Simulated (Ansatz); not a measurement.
Pulling on the H–H spacing in H6 chain (multiplicity 1 held). Energies count from the point at 0.900 Å.
Geometry at that point (charge 0, multiplicity 1):
```tsv
atom	x (Å)	y (Å)	z (Å)
H	0.0000	0.0000	0.0000
H	0.0000	0.0000	0.9000
H	0.0000	0.0000	1.8000
H	0.0000	0.0000	2.7000
H	0.0000	0.0000	3.6000
H	0.0000	0.0000	4.5000
```

R- and RO- levels are restricted; in cc, def2 and unpolarised 6-31G sets they are followed outwards from rest. Unrestricted levels (U-) break spin symmetry where that is lower. Active spaces are followed from rest. Full CI gives the lowest state of the spin. Left out are points that failed, MP2 points that dive below the minimum, coupled-cluster points behind a jump of the amplitudes or a sharp parting from full CI or MRCI, small-basis points behind a change of solution, and semi-empirical points at long bonds. Curves can end on different states.

Codes used: Ansatz (a quantum-chemistry and plane-wave program) with Gaussian orbitals. Values without a source in brackets are computed.

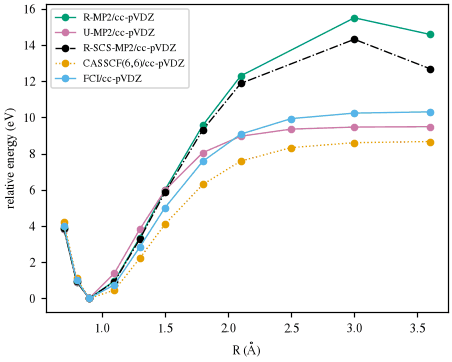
Figure: Relative energy along the coordinate

**Question.** Order the other curves in the same basis by their non-parallelity to FCI/cc-pVDZ (largest less smallest deviation, whatever its cause), smallest first.

**Answer.** U-MP2/cc-pVDZ (1.80 eV), CASSCF(6,6)/cc-pVDZ (1.87 eV), R-SCS-MP2/cc-pVDZ (4.17 eV), R-MP2/cc-pVDZ (5.41 eV)

**Question.** Read off the CASSCF(6,6)/cc-pVDZ curve at R = 2.100.

**Answer.** about 7.6 eV

Doubts at one or more of the structures used: a restricted determinant that unrestricted orbitals would lower (R-MP2/cc-pVDZ, R-SCS-MP2/cc-pVDZ); a spin-contaminated determinant (U-MP2/cc-pVDZ).
